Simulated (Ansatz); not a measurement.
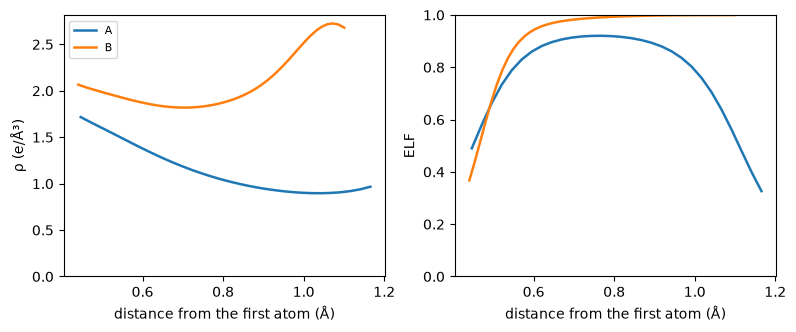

Figure 1: C$_{3}$H$_{9}$As (AsMe3). Electron density and ELF along straight lines between neighbouring atoms. The curves leave out the atomic cores.

Geometry: B3LYP-D4/def2-SVP.

The calculation used RKS PBE0-D4/def2-TZVP (Ansatz 0.2.0).

Input

```
crystal:
  periodic: [false, false, false]
  atoms:
    - {symbol: As, position_ang: [0.003058, 0.002678, 1.048863]}
    - {symbol: C, position_ang: [1.713080, -0.007332, 0.042425]}
    - {symbol: H, position_ang: [2.301683, 0.882385, 0.313166]}
    - {symbol: H, position_ang: [1.540723, -0.009074, -1.045308]}
    - {symbol: H, position_ang: [2.293649, -0.901058, 0.317280]}
    - {symbol: C, position_ang: [-0.849892, 1.487261, 0.046096]}
    - {symbol: H, position_ang: [-0.769419, 1.337362, -1.041995]}
    - {symbol: H, position_ang: [-0.364344, 2.437268, 0.316432]}
    - {symbol: H, position_ang: [-1.912893, 1.552551, 0.323801]}
    - {symbol: C, position_ang: [-0.862774, -1.479567, 0.053712]}
    - {symbol: H, position_ang: [-1.926430, -1.533811, 0.331291]}
    - {symbol: H, position_ang: [-0.385890, -2.432428, 0.329371]}
    - {symbol: H, position_ang: [-0.780540, -1.336246, -1.035134]}
basis:
  gaussian: {orbitals: def2-TZVP, initial_orbitals: start.molden}
hamiltonian: {xc: pbe0, dispersion: d4}
scf: {omitted_lower_state_checks: [starts]}
output: {orbitals: {seedname: orbitals}}
```

Command:

```sh
ansatz run in.yaml --threads 2 --pin off --events-out ev --progress --plain --max-ram 4352MiB
```

Which curve belongs to which contact (C–As and C–H)? The first atom named is at distance zero.

Answer. Curve A: C–As (1.98 Å): ρ at the midpoint is about 0.9 e/Å³; the ELF peaks at about 0.90 between the atoms (a covalent bond). Curve B: C–H (1.10 Å): ρ at the midpoint is about 1.9 e/Å³; the ELF climbs to about 1 towards the hydrogen, as it does in any bond to H; an ordinary covalent bond to hydrogen.
